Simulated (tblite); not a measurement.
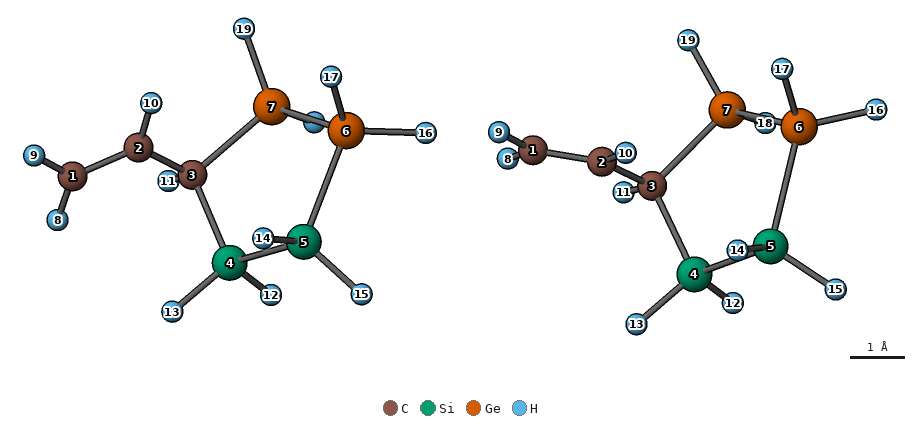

Two geometries of C₃H₁₂Ge₂Si₂, drawn at one scale. One is the start of a relaxation, the other its converged end. Style: ball-and-stick. Shown at a tilt.

The calculation used tblite, GFN2-xTB geometry optimisation, gas phase. 

> Which of the two is the end point?

The right one is the relaxed one. Over 123 geometry steps the energy falls by 0.519 eV. H8 moves most after the best rigid fit: 1.25 Å. By element the largest moves are H 1.25 Å, C 0.51 Å, Si 0.24 Å, Ge 0.17 Å. Among the contacts that change: Si4–Si5 2.220 → 2.336 Å, Si5–Ge6 2.294 → 2.368 Å, C3–Ge7 1.967 → 2.011 Å, Ge6–H16 1.552 → 1.514 Å. Bond angles that change, for instance: H16–Ge6–H17 113.5° → 100.9°, Ge6–Ge7–H19 111.6° → 121.0°, H18–Ge7–H19 110.8° → 102.9°. Groups turn about C2–C3 by about 45°. Cost: 1.4 s on 1 thread of Arm Neoverse V1 (shared host).
